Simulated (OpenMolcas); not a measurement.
**Ta⁴⁺ among point charges: CASSCF and CASPT2 levels and susceptibility**

How does a field of 3 point charges split the states of Ta⁴⁺, and what χT follows?

Program: OpenMolcas 26.06. Level of theory: state-averaged CASSCF and CASPT2, spin-orbit coupling by RASSI with atomic mean-field integrals. These are calculated values, not measurements, unless marked.

**1. Starting point**

| Item | Value |
| --- | --- |
| Species | Ta⁴⁺ (tantalum, Z = 73, 69 electrons) |
| Basis | ANO-RCC-VDZP [7s6p4d2f1g], 68 functions |
| Scalar Hamiltonian | DKH2, point nucleus |
| Inactive shells | 1s 2s 2p 3s 3p 3d 4s 4p 4d 4f 5s 5p |
| Active space | 1 electron in 5 orbitals (5d) |
| Some configurations of this space | 5d |
| Orbitals | optimised for each spin and parity, averaged over all roots |

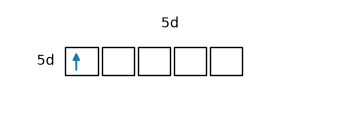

Occupation of the outer shells (arrows by Hund's rule).

The ion sits among 3 point charges of -2 e arranged as a planar triangle (D3h), 1.99 Å from the ion.

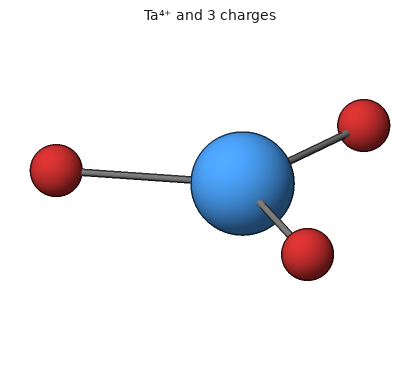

The ion and the point charges (red).

Each step is its own input file, run in one work folder so that later steps find the files of earlier ones. Labels, J, g values, rates, χT and fits are worked out afterwards by a script from the matrices that RASSI stores.

**2. Basis and integrals**

The input, a.inp:

```
&GATEWAY
Coord
1

Ta 0.0 0.0 0.0
Basis=ANO-RCC-VDZP
Group=NoSym
NoMove
AngMom=0.0 0.0 0.0
AMFI
XField
3 Angstrom 0
1.990000 0.000000 0.000000 -2.000000
-0.995000 1.723391 0.000000 -2.000000
-0.995000 -1.723391 0.000000 -2.000000
&SEWARD
```

On the command line:

```console
> OMP_NUM_THREADS=1 MOLCAS_MEM=1689 MOLCAS_PROJECT=a pymolcas a.inp > a.log
```

**3. Reference wave functions, doublets, 5 roots**

The input, a.inp:

```
&RASSCF
FileOrb=start.orb
Symmetry=1
Spin=2
nActEl=1 0 0
Inactive=34
Ras2=5
CIRoot=5 5 1
SDav=5
CIMx=300
Iter=120 100
PrWF=0.3
OrbListing=Nothing
MaxOrb=0
>>> COPY $Project.JobIph JOB001
```

start.orb holds the contracted functions of the basis, ordered by shell, or the orbitals of the step before.

**4. State interaction with spin-orbit coupling**

The input, a.inp:

```
&RASSI
NrOfJobIphs=1 5
1 2 3 4 5
IphNames
JOB001
EJob
SpinOrbit
DIPRint=1.0
SOCoupling=1000.0
Subsets=2
Property=9
'ANGMOM' 1 'ANGMOM' 2 'ANGMOM' 3 'MLTPL  1' 1 'MLTPL  1' 2 'MLTPL  1' 3
'AMFI' 1 'AMFI' 2 'AMFI' 3
SOProperty=3
'ANGMOM' 1 'ANGMOM' 2 'ANGMOM' 3
```

**5. CASPT2: IPEA 0.25, imaginary shift 0.1 (closed shells correlated: 4f 5s 5p)**

The input, a.inp:

```
>>> COPY JOB001 $Project.JobIph
&CASPT2
Multistate=5 1 2 3 4 5
NoMult
Frozen=23
IPEA=0.25
Imaginary=0.1
MaxIter=60
WThr=0.0 0.3 0.05
PrWF=0.5
NoMix
```

(Steps that only read results are left out.)

Before running it: what results should come out? Wanted: spin-free ground state; first state of the same spin within the active space; lowest level; next level.

As calculated:

| quantity | value |
| --- | --- |
| method | SS-CASPT2, IPEA 0.25, imaginary shift 0.1 (closed shells correlated: 4f 5s 5p) |
| spin-free ground state | 2A1, 1-fold in its orbital part |
| first state of the same spin within the active space | 2E at 10000 cm⁻¹ |
| lowest level | 2-fold E1/2, g = 0.54, 0.54, 1.82 |
| next level | 10486.4 cm⁻¹ |
| χT at 300 K | 0.14 cm³ K/mol |
| effective moment at 300 K | 1.07 μB |

Cost by method:

```
                                                 method  time of its own steps  time with the reference
                                              A. CASSCF                  2.5 s                    2.5 s
B. SS-CASPT2, IPEA 0.25, imaginary shift 0.1, +4f 5s 5p                  1.6 s                    4.1 s
```

Times are of one thread on a shared host.

In words: The spin-free ground state (2A1) comes to 100 % from free-ion D terms and keeps the highest spin of the shell. χT at 300 K is 0.14, against 0.38 cm³ K/mol for the spin alone, so orbital moment lowers it. CASPT2 does not keep the components of a term degenerate, and the means are used. The field of point charges can differ much from that of real complexes. Point charges carry no covalency, so the field is a model and not that of real ligands.
